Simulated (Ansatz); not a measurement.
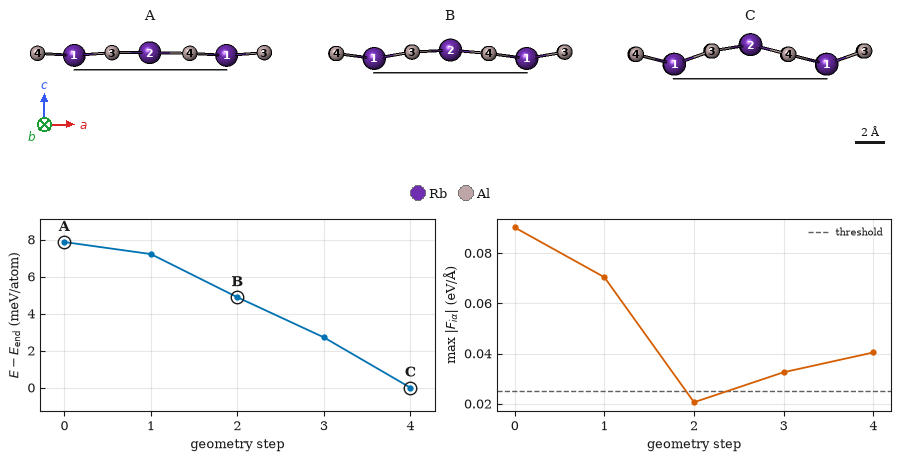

Frames of a relaxation of a free-standing layer of RbAl (a generated structure, set up in P1) (coarse preliminary run), marked on the history of the run. Style: ball-and-stick. Shown: the 1 × 2 repeat of the cell, outlined in the plane, without the vacuum, along the b axis.

All numbers below come from DFT PBE, scalar-relativistic, plane waves, PAW in Ansatz. (plane-wave cutoff 420 eV; k-point mesh 2 × 4 × 1; occupations gaussian; smearing width 0.2 eV; no spin polarisation; cell and atoms relaxed; force threshold 0.025 eV/Å; at most 60 steps)

Q: What happens along the run?

A: The run failed before the relaxation converged. Rb1 moves most relative to the cell and the layer's centre: 0.61 Å along the normal (−c). By element the largest moves are Rb 0.61 Å, Al 0.11 Å. In the plane the drawn cell goes a 10.553 → 10.562 Å (+0.1 %), b 10.509 → 10.455 Å (−0.5 %). Near-neighbour distances that change, for instance: Rb1–Al4 3.640 → 3.807 Å, Rb1–Al3 3.697 → 3.798 Å, Rb1–Al4 (another image) 3.688 → 3.784 Å, Rb2–Al3 3.693 → 3.786 Å. Bond angles that change, for instance: Al3–Rb1–Al4 174.8° → 155.6°, Al3–Rb2–Al4 178.2° → 163.0°, Al4–Rb1–Al4 91.6° → 87.0°. After 4 geometry steps the energy has fallen by 7.9 meV per atom. The largest force component goes from 0.09 to 0.04 eV/Å. The run took 86 s on 1 thread of Intel(R) Xeon(R) Platinum 8375C CPU @ 2.90GHz (Ice Lake), with other jobs on the host, peak memory 0.91 GiB. From step 0 to 2: Rb1 moves most (0.21 Å), energy −3.0 meV per atom. From step 2 to 4: Rb1 moves most (0.40 Å), energy −4.9 meV per atom.

| step | E − E(0), meV/atom | largest force component, eV/Å |
| --- | --- | --- |
| 0 | 0.00 | 0.0902 |
| 1 | -0.65 | 0.0704 |
| 2 | -2.98 | 0.0206 |
| 3 | -5.15 | 0.0325 |
| 4 | -7.86 | 0.0404 |
